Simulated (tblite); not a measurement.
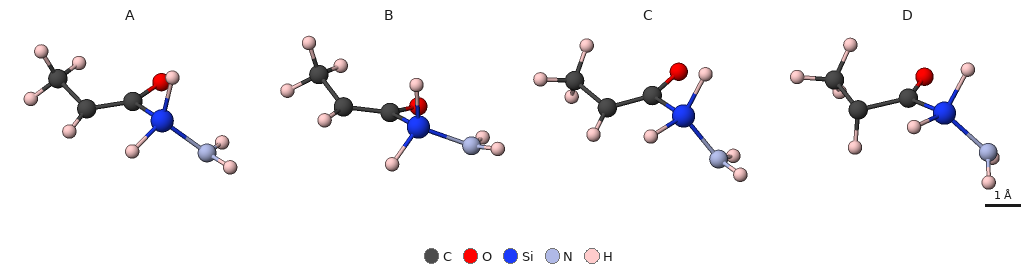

4 geometries from one relaxation of C$_{3}$H$_{8}$NOSi (multiplicity 2), in shuffled order. The picture is a ball-and-stick view, seen from a free direction.

Computed with GFN2-xTB geometry optimisation, gas phase (tblite). 

Question: Order the frames from highest to lowest energy.

Answer: D, C, A, B. They are steps 0, 56, 119, 162, at +31.3 kcal/mol, +1.63 kcal/mol, +0.36 kcal/mol relative to the last. After 162 geometry steps the energy has fallen by 31.3 kcal/mol. The atom that moves furthest after the best rigid fit is an H atom (1.33 Å). By element the largest moves are H 1.33 Å, O 0.95 Å, C 0.50 Å, Si 0.47 Å, N 0.20 Å. Near-neighbour distances that change, for instance: C–C 1.500 → 1.368 Å, C–Si 1.836 → 1.966 Å, C–H 1.140 → 1.078 Å, N–Si 1.760 → 1.707 Å. Among the angles between lasting bonds that change: C–C–O 117.3° → 132.3°, C–C–C 109.7° → 121.7°, C–C–H 107.7° → 119.5°. Groups turn about C–Si by about 55°.
